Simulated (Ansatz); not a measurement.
# BCl3···HF: what the fields show

```xyz
6

B     0.0220   -0.5826   -0.4604
F     0.0103    0.1697    1.9455
Cl    1.5294    0.1848   -0.8650
Cl   -1.5140    0.1274   -0.8613
Cl    0.0551   -2.2950    0.1772
H     0.0345   -0.7190    2.2056
```

Not at a stationary point (largest force 1.0 eV/Å).

Computed with RKS r2SCAN-D4/def2-SVP (Ansatz 0.2.0).

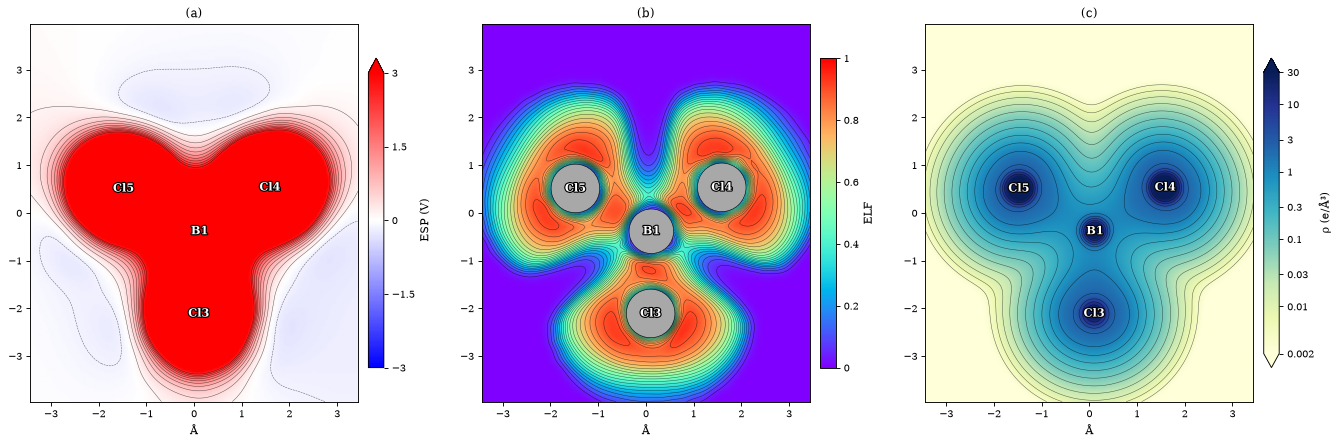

Figure 1. (a) molecular electrostatic potential; (b) electron localisation function; (c) electron density on the plane of atoms Cl4, B1 and Cl5. Grey discs cover the atomic cores in the ELF map.

Read the bonding off the picture.

The plane passes through B and Cl nuclei.
B–Cl (1.74 Å): ρ at the midpoint is about 1.4 e/Å³; the ELF peaks at about 0.90 between the atoms; a polar covalent bond.
B–Cl (1.83 Å): ρ is about 1.2 e/Å³ halfway; the ELF peaks at about 0.90 between the atoms; a shared but strongly polarised pair.
The ELF also peaks beside Cl3, Cl4 and Cl5, away from the bonds: lone-pair regions.
Outside the dense part of the complex the potential is most negative (−0.3 V) near Cl3 and Cl4.

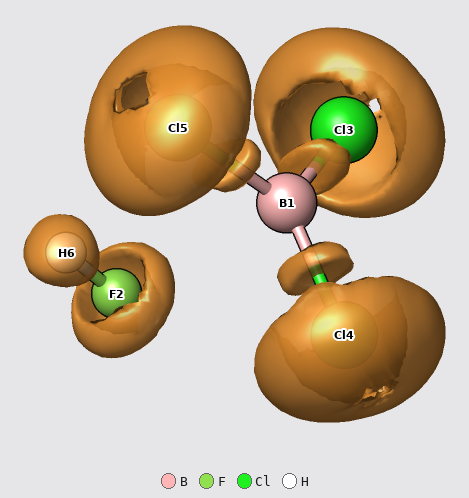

Figure 2. Isosurface of the electron localisation function at 0.85 (orange), seen at an oblique angle. Only the valence region is drawn (cores and ρ < 0.01 e/Å³ removed).

Identify the bonds, lone pairs and shells in this picture.

The surface consists of three regions between bonded B–Cl atoms (shared pairs), one region around a hydrogen nucleus, three rings or bowls of non-bonding electrons around Cl and one region wrapped around F (its lone pairs, merged into a ring or cap). Profiles from the grid: B1···F2 (2.52 Å): the ELF is about 0.10 at the midpoint.

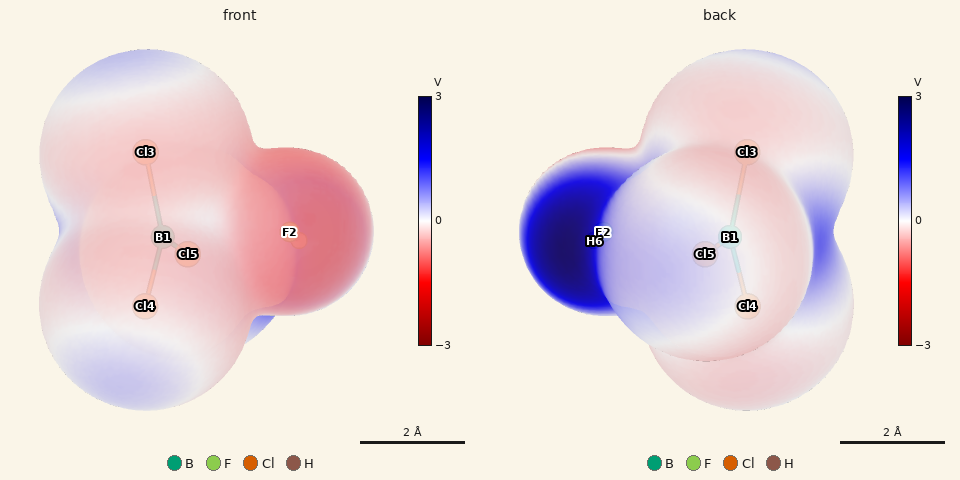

Figure 3. The electrostatic potential painted on the density surface at 0.001 e/bohr³, seen from the front and from behind; the colour scale runs from red (negative) to blue (positive).

Which sites attract a positive test charge, and which a negative one?

A positive charge is drawn to the negative regions and a negative charge to the positive ones. The most negative region (about −0.7 V) lies over F2, the most positive (about +2.6 V) over H6. Cl3 shows a σ-hole: about +0.3 V at the tip opposite its bond, against about −0.2 V on its flanks. Cl4 shows a σ-hole: about +0.3 V at the tip opposite its bond, against about −0.2 V on its flanks.
